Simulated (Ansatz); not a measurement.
# Run report: SiSbNH$_{6}$, nudged elastic band (part 2 of 2)

SiSbNH$_{6}$; RHF/def2-SVP (Ansatz 0.2.0). The run did not end well. It belongs to a series of runs on one base structure; here: band between the two ends.

Geometry of the input (Å):
```
N  -0.7187  0.6789  -1.3109
Si 0.2255  0.6840  0.1363
Sb -0.4499  -1.4186  1.5068
H  -0.6994  -0.1003  -1.9397
H  -0.8944  1.5335  -1.8039
H  -0.1301  1.9034  0.8993
H  1.6980  0.7079  -0.0657
H  0.0101  -2.4808  0.2560
H  1.0474  -1.5542  2.3047
```

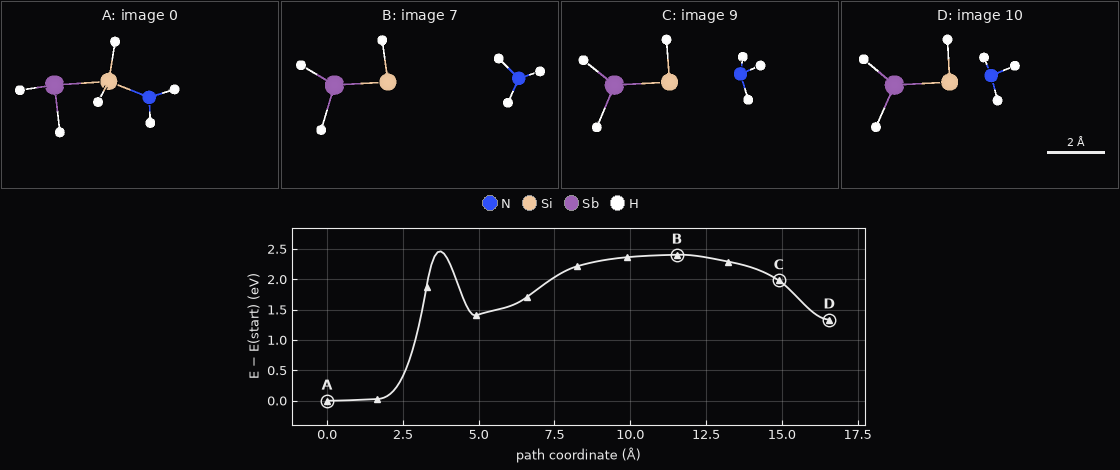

Images of the last band (counted from 0; ball-and-stick, seen at a tilt) above the energy along the path; the line is a cubic interpolation that uses the forces. The highest image is number 7, 2.405 eV above the start and 1.069 eV above the end (the climbing image); the end lies 1.337 eV above the start. The path is 16.57 Å long. The band had not converged after 60 iterations.

```
Unfinished report: {"positions_ang":[[-1.4512957851054336,1.679163515520603,-3.0143039351563465],[1.669021153966094,-0.21288237672499688,1.2707547773812575],[0.14574157370620494,-2.105613542820188,2.262684902660636],[-0.7732962240723946,0.9482531884640903,-3.142824589857761],[-1.0267974679393592,2.5381648696363532,-3.3179435357465077],[1.2261984851413565,0.7635158107540958,2.339273925454212],[-1.6236877208134046,1.7595817839058658,-2.027006684362404],[1.131753472817382,-3.401161351874802,1.7805827922059685],[0.7908605122995537,-2.015321896861022,3.831781347420948]],"unchecked":["starts","cluster_reference","orbital_swaps","neighbouring_geometries","increment"],"mean_field":{"relativity":"none","state":{"energy":{"ev":-15943.62955474403,"hartree":-585.9175791565831},"converged":true,"gradient_ev":0.000025788160290826698,"stability":{"kind":"minimum","curvature_ev":9.944177820718128},"curvature_floor_ev":0.00030000000000000003,"spin_squared":3.552713678800501e-15},"others":[],"fillings":{"estimated":0,"unestimated":0,"tried":0,"untried":0,"excluded_magnetic_sites":0},"n_dropped_functions":0,"n_trapped_functions":0,"passes":{"evaluations":3,"products":25},"factors":{"origin":"Cholesky decomposition","count":1022,"bound_ev":0.0011600891485851797},"gradient_stop_ev":0.00009,"reference_kind":"stationary","symmetry":{"irreps":["A"],"axes":[[0.9974321482309118,0.06414754930066897,-0.031846531902028324],[-0.06375481950652807,0.9978783044068046,0.013198961470160744],[0.032625644287258004,-0.011134698600276759,0.9994056162649488]],"occupied":[{"A":25},{"A":25}]},"held":{"pivots":1021,"left_out":10,"joined":1},"density_repulsion":{"missed_ev":0.000016722693158567318,"excess_ev":0.0,"most_excess_ev":0.000135,"are_drawn_again":false,"n_first_factors":1022,"energy_change_ev":0.0,"n_dropped_ends":0}},"factors":{"origin":"Cholesky decomposition","count":1022,"bound_ev":0.0011600891485851797},"n_frozen":0,"n_occupied":[25,25],"n_virtual":[63,63],"reference":{"ev":-15943.62955474403,"hartree":-585.9175791565831},"total":{"ev":-15943.62955474403,"hartree":-585.9175791565831},"forces_ev_per_angstrom":[[-0.06478499379993592,-0.03151793398382798,-0.025370483412592255],[-0.011754482304864467,0.004736786371383844,-0.010531391192213186],[0.01029841441547011,-0.007192092784832953,0.011383402217709875],[0.02086332702808334,0.007969035457200641,0.010039818117648007],[0.018701447770600694,0.006257475817690263,0.024947257082706238],[0.008242941961580454,-0.0040215997711799244,0.006227867863455127],[0.02648209268299605,0.019177781481122876,-0.012183109676867193],[0.0004271608012651332,0.0006822934535066809,-0.004276033565712352],[-0.008475908554551619,0.003908253956969803,-0.00023732743469736023]],"charge_distribution":{"dipole_moment_e_ang":[0.3260507803641913,0.14577271848185425,0.22744585625698746],"mulliken_charges_e":[-0.3036702860444809,0.26332887860105103,0.0597970168361428,0.10172673694357082,0.1028650177125372,-0.1474680826562853,0.09900452967162099,-0.08993682411737058,-0.08564698694678952],"lowdin_charges_e":[0.061248630188440956,0.19371577136087836,0.11044074278381899,-0.020322133423245514,-0.01968872078922379,-0.12655149278494116,-0.021302156736364708,-0.0931626884985457,-0.08437795210080812]},"n_threads":1,"memory_gib":1.7045454550534487,"seconds":{"hamiltonian":1.7270251380000001,"orbitals":0.0,"second_order":0.0,"solver_start":0.0,"cycles":0.0,"cycle":0.0,"perturbative":0.0,"full_ci_increment":0.0,"forces":0.0}}
this run last wrote the band of iteration 60 to [file]
Error: NEB band did not converge after 60 iterations: max|band force component| = 8.23e-2 eV/Å (threshold 5.0e-2); raise `neb.max_iterations` in a new run, which can start from the last band evaluated (`neb.initial_path`, with `crystal.atoms` and `neb.final_atoms` set to its first and last images), add images, or start from endpoints closer to local minima. Where this run's directory can be resumed (`checkpoint.write`), a resume goes on for up to `neb.max_iterations` more; to start a new run from the last band, take its images' positions from the `neb_iteration` event of iteration 60 (`data.images[].positions_ang`), in the event stream of the run that computed that iteration (not this run's, if it was resumed behind it). With `checkpoint.write`, `steps/00-neb/state/checkpoint.json` in the run directory holds the last saved band, under `neb.evaluated.images[].positions_ang` (a band under a hybrid functional on support functions is neither saved nor resumed: `neb.initial_path` says where its path is): check the last entry of `neb.iterations` there, which is earlier than 60 if that iteration was not saved or its write failed. If the band's step has no `state` directory and holds `state.next`, a write was cut short, and the file is under `state.next` instead (behind a loss of power it can be under `state.prev`)
this run wrote the band of iteration 60 to [file] as well, whether or not its events were kept: a new run's `neb.initial_path` can list its `images[].positions_ang`
a run's events are kept only if it was started with --events-out <file>, and are in that file
```

## The last band as extended XYZ (Å, eV, eV/Å)
```
9
Properties=species:S:1:pos:R:3:forces:R:3 image=0 energy=-15946.03503
N    -0.7187    0.6789   -1.3109    0.0077   0.0122  -0.0058
Si    0.2255    0.6840    0.1363    0.0074   0.0108   0.0014
Sb   -0.4499   -1.4186    1.5068   -0.0056  -0.0194   0.0150
H    -0.6994   -0.1003   -1.9397   -0.0034  -0.0020   0.0019
H    -0.8944    1.5335   -1.8039    0.0009  -0.0019   0.0012
H    -0.1301    1.9034    0.8993   -0.0056  -0.0013  -0.0040
H     1.6980    0.7079   -0.0657   -0.0029  -0.0042  -0.0052
H     0.0101   -2.4808    0.2560    0.0015   0.0011  -0.0008
H     1.0474   -1.5542    2.3047    0.0001   0.0047  -0.0038
9
Properties=species:S:1:pos:R:3:forces:R:3 image=1 energy=-15946.00829
N    -0.8419    0.8713   -1.2856   -0.0031   0.0046  -0.0061
Si    0.2861    0.5392   -0.0199   -0.0049  -0.0022   0.0035
Sb   -0.4528   -1.6616    1.1684   -0.0024   0.0016   0.0032
H    -1.1280    0.1620   -1.9315   -0.0069  -0.0010  -0.0010
H    -0.8749    1.7779   -1.7112    0.0013   0.0018  -0.0062
H     0.2188    1.6521    0.9553   -0.0045   0.0029  -0.0022
H     1.7006    0.4244   -0.4615    0.0074  -0.0139   0.0186
H     0.8798   -2.5760    0.6370    0.0022   0.0059  -0.0087
H     0.3007   -1.2356    2.6321    0.0108   0.0002  -0.0013
9
Properties=species:S:1:pos:R:3:forces:R:3 image=2 energy=-15944.15392
N    -0.8621    0.7346   -1.0623   -1.4381  -0.2312   0.5679
Si    0.5968    0.5737   -0.1242   -1.0009   0.1910  -1.0032
Sb   -0.3574   -1.6546    1.0337    0.2187  -0.0955  -0.1806
H    -0.7186    0.1871   -1.8908   -0.4435   0.1629  -0.3006
H    -0.9606    1.6964   -1.3163   -0.3186   0.2015  -0.4649
H     0.4525    1.4981    1.0306    0.6353   0.2685  -0.2529
H     1.2663    1.0768   -1.4500    1.8580  -0.7121   1.9119
H     0.8145   -2.8758    1.0699    0.2799   0.0393  -0.0267
H    -0.1429   -1.2825    2.6925    0.2092   0.1756  -0.2509
9
Properties=species:S:1:pos:R:3:forces:R:3 image=3 energy=-15944.62885
N    -0.1660    0.8915   -1.3993   -0.1456  -0.0513   0.1334
Si    1.0458    0.4631    0.3560   -0.0731   0.0541  -0.1039
Sb   -0.4567   -1.5950    1.1947    0.0287   0.0149  -0.0823
H    -0.6865    0.0907   -1.7209   -0.0038  -0.0419  -0.0145
H    -0.8411    1.6051   -1.1754   -0.0324   0.0051   0.0462
H     0.1384    1.4112    1.1208    0.0805   0.0398  -0.0244
H     0.3695    1.2314   -2.1824    0.1667  -0.0530   0.0905
H     0.7084   -2.8162    0.9706    0.0071   0.0093   0.0018
H    -0.0233   -1.3280    2.8190   -0.0282   0.0230  -0.0468
9
Properties=species:S:1:pos:R:3:forces:R:3 image=4 energy=-15944.33185
N    -0.3457    1.0405   -1.5921    0.0846  -0.0790   0.1362
Si    1.0253    0.0631    0.2217   -0.0282   0.0673  -0.1282
Sb   -0.5204   -1.6642    1.5948   -0.0389   0.0599  -0.1190
H    -0.2819    0.4420   -2.4022    0.0254  -0.0647   0.1291
H    -1.3043    1.3556   -1.5438    0.0503  -0.1401   0.2383
H     0.5727    1.1922    1.1252   -0.0454   0.0660  -0.1410
H     0.2052    1.8567   -1.8143    0.0206  -0.0581   0.0926
H     0.4601   -3.0351    1.3322   -0.0236   0.0617  -0.0867
H     0.2776   -1.2972    3.0614   -0.0449   0.0870  -0.1214
9
Properties=species:S:1:pos:R:3:forces:R:3 image=5 energy=-15943.82211
N    -0.6162    1.3191   -2.0815    0.0362  -0.0110   0.0396
Si    1.1188   -0.1398    0.6563   -0.0071   0.0093  -0.0384
Sb   -0.3704   -1.8664    1.9961   -0.0098   0.0120  -0.0302
H    -0.3881    0.6613   -2.8085    0.0070  -0.0128   0.0360
H    -1.4744    1.7677   -2.3582   -0.0096  -0.0517   0.0855
H     0.7079    0.9801    1.5897   -0.0233   0.0146  -0.0499
H     0.0967    2.0286   -2.1059    0.0270  -0.0034   0.0073
H     0.5810   -3.2278    1.6262   -0.0034   0.0139  -0.0187
H     0.4332   -1.5689    3.4689   -0.0170   0.0290  -0.0312
9
Properties=species:S:1:pos:R:3:forces:R:3 image=6 energy=-15943.67077
N    -1.0610    1.5347   -2.5813    0.0114  -0.0080   0.0178
Si    1.2182   -0.1865    1.0403   -0.0146   0.0045  -0.0085
Sb   -0.1213   -2.0532    2.3117   -0.0028  -0.0010   0.0001
H    -0.5888    0.8383   -3.1326    0.0003   0.0000   0.0017
H    -1.4976    2.1700   -3.2274   -0.0267  -0.0126   0.0051
H     0.9394    0.8237    2.1326   -0.0099   0.0007  -0.0082
H    -0.3474    2.0566   -2.1027    0.0381   0.0126  -0.0012
H     0.8275   -3.3516    1.7639   -0.0008   0.0019  -0.0031
H     0.7194   -1.8783    3.7785    0.0048   0.0019  -0.0038
9
Properties=species:S:1:pos:R:3:forces:R:3 image=7 energy=-15943.62955
N    -1.4513    1.6792   -3.0143   -0.0648  -0.0315  -0.0254
Si    1.6690   -0.2129    1.2708   -0.0118   0.0047  -0.0105
Sb    0.1457   -2.1056    2.2627    0.0103  -0.0072   0.0114
H    -0.7733    0.9483   -3.1428    0.0209   0.0080   0.0100
H    -1.0268    2.5382   -3.3179    0.0187   0.0063   0.0249
H     1.2262    0.7635    2.3393    0.0082  -0.0040   0.0062
H    -1.6237    1.7596   -2.0270    0.0265   0.0192  -0.0122
H     1.1318   -3.4012    1.7806    0.0004   0.0007  -0.0043
H     0.7909   -2.0153    3.8318   -0.0085   0.0039  -0.0002
9
Properties=species:S:1:pos:R:3:forces:R:3 image=8 energy=-15943.74200
N    -0.9767    1.4591   -2.1756    0.0369  -0.0137   0.0484
Si    1.5516   -0.0911    0.8066   -0.0133   0.0093  -0.0288
Sb    0.0996   -1.9802    1.9393   -0.0065   0.0080  -0.0168
H    -0.9376    0.7637   -2.9014   -0.0040  -0.0130   0.0124
H    -0.6852    2.3271   -2.5934    0.0288  -0.0158   0.0421
H     1.0674    0.9280    1.8162   -0.0139   0.0111  -0.0292
H    -1.9452    1.5692   -1.9278   -0.0170  -0.0134   0.0007
H     1.1391   -3.2632    1.5336   -0.0022   0.0097  -0.0107
H     0.7755   -1.7590    3.4854   -0.0088   0.0178  -0.0180
9
Properties=species:S:1:pos:R:3:forces:R:3 image=9 energy=-15944.05271
N    -0.7666    1.1949   -1.6449    0.0503  -0.0629   0.0936
Si    1.2571    0.0496    0.2547   -0.0685   0.0447  -0.1007
Sb   -0.0699   -1.8239    1.6160   -0.0373   0.0340  -0.0641
H    -0.8117    0.5842   -2.4455    0.0454  -0.0485   0.0864
H    -0.3733    2.0608   -1.9802    0.0691  -0.0651   0.1190
H     0.8561    1.0976    1.2730   -0.0663   0.0462  -0.1039
H    -1.7196    1.3984   -1.3883    0.0498  -0.0536   0.0919
H     0.9787   -3.1049    1.2143   -0.0192   0.0428  -0.0484
H     0.7378   -1.5030    3.0838   -0.0233   0.0624  -0.0738
9
Properties=species:S:1:pos:R:3:forces:R:3 image=10 energy=-15944.69809
N    -0.5196    0.9184   -1.2146    0.0012   0.0140  -0.0079
Si    1.1692    0.2833   -0.1311   -0.0207  -0.0049   0.0134
Sb   -0.2485   -1.5446    1.2081    0.0109   0.0042  -0.0062
H    -0.7177    0.2868   -1.9751   -0.0005  -0.0052   0.0004
H    -0.3211    1.8199   -1.6211   -0.0013  -0.0035   0.0006
H     0.8412    1.3563    0.8885    0.0077   0.0001  -0.0039
H    -1.3589    1.0062   -0.6624    0.0048  -0.0032   0.0015
H     0.7013   -2.8951    0.8039   -0.0006   0.0009  -0.0003
H     0.5425   -1.2775    2.6868   -0.0015  -0.0024   0.0023
```

## Outcome

| quantity | value |
| --- | --- |
| outcome | not converged |
| barrier, forward (band not converged) | 2.405 eV |
| barrier, backward | 1.069 eV |
| wall time | 16 min |
| peak memory | 0.19 GiB |

The run did not converge: “NEB band did not converge after 60 iterations: max|band force component| = 8.23e-2 eV/Å (threshold 5.0e-2); raise `neb.max_iterations` in a new run, which can start from the last band evaluated (`neb.initial_path`, with `crystal.atoms` and `neb.final_atoms` set to its first and last images), add images, or start from endpoints closer to local minima …” Its last values are not results.
